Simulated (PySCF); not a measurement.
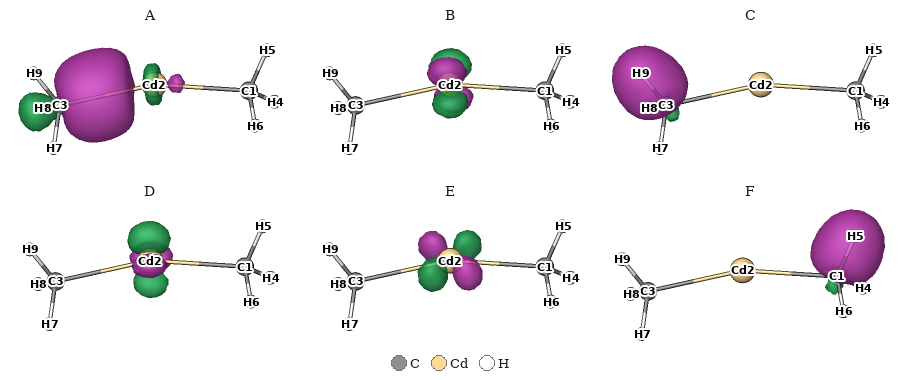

Figure. C2H6Cd, SMILES `C[Cd]C`. Pipek–Mezey orbitals, occupied; each surface holds about 70 % of the orbital's density. Energies are diagonal elements of the Fock matrix.

Method: PBE0/def2-TZVP; geometry: GFN2-xTB; program: PySCF. Core potentials replace the inner electrons of Cd; spin–orbit coupling isn't included. No frequency check shows the geometry to be a minimum. GFN2-xTB bond lengths at metals and heavier atoms can be off by up to 0.1 Å and shapes distorted, which carries into these values.

Question: Name the orbitals, with their atomic make-up and energies.

Answer: By panel:
- A: σ bond C3–Cd2 (C3 72 %, Cd2 25 %; −9.3 eV)
- B: d orbital on Cd2 (Cd2 100 %; −15.4 eV)
- C: σ bond C3–H9 (C3 56 %, H9 44 %; −12.9 eV)
- D: d orbital on Cd2 (Cd2 100 %; −16.8 eV)
- E: d orbital on Cd2 (Cd2 100 %; −14.4 eV)
- F: σ bond C1–H5 (C1 56 %, H5 44 %; −12.9 eV)
